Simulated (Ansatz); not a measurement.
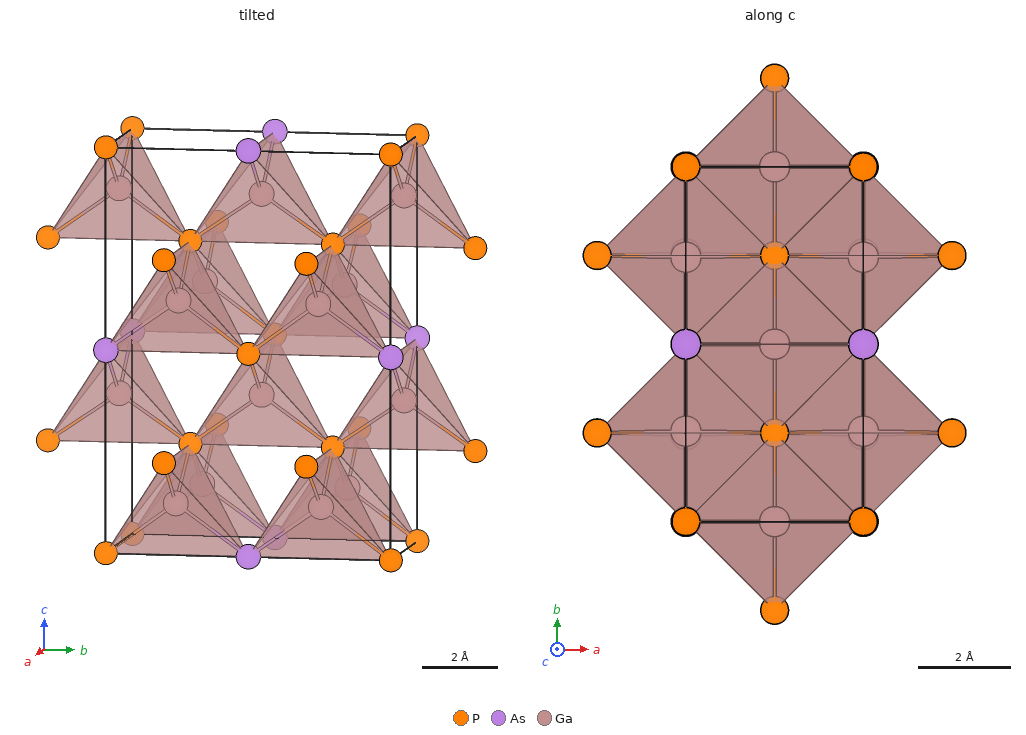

The crystal in a polyhedral representation, seen slightly off an axis and along the c axis. The conventional unit cell is drawn as a box. A few atoms beyond the faces are included.

Ga₄AsP₃, space group Amm2 (No. 38), a = 3.894 Å, b = 7.785 Å, c = 11.003 Å, α = 90.00°, β = 90.00°, γ = 90.00°. The structure comes from a structure type filled with these elements by a generator (whether the compound takes this form wasn't checked). Earlier steps of the study, as a rule a relaxation of our own, may have changed the cell and positions, so they can lie some per cent off the listed ones. It went into a calculation with Ansatz.

This one geometry was computed with Ansatz (DFT, plane waves, PAW) at five levels of theory: PBE0, HSE06, PBE with spin-orbit coupling, r2SCAN and PBE. It was relaxed beforehand with r2SCAN.

Q: Which level gives the highest pressure at this volume, and what does that say about its equilibrium volume?

A: Highest: PBE with spin-orbit coupling (2.5 GPa) and PBE (2.6 GPa), which points to the largest equilibrium volume. Lowest, with the smallest volume: PBE0 (0.4 GPa) and r2SCAN (0.0 GPa). Levels within 0.5 GPa of each other can't be told apart.

Q: How does the band gap change with the level of theory?

A: PBE with spin-orbit coupling: a gap of 1.27 eV, direct; PBE: a gap of 1.32 eV, direct; r2SCAN: a gap of 1.67 eV, indirect; HSE06: a gap of 2.04 eV, indirect; PBE0: a gap of 2.71 eV, indirect.

Q: Collect the results in a table.

A:
| level | cutoff (eV) | k-mesh of the run's cell | gap (eV) | pressure (GPa) |
| --- | --- | --- | --- | --- |
| PBE0 | 420 | 4×2×2 | 2.71 | 0.4 |
| HSE06 | 420 | 4×2×2 | 2.04 | 0.7 |
| PBE with spin-orbit coupling | 420 | 6×4×4 | 1.27 | 2.5 |
| r2SCAN | 500 | 6×4×4 | 1.67 | 0.0 |
| PBE | 420 | 6×4×4 | 1.32 | 2.6 |

Gaps are taken on the k-mesh or band path of each run.
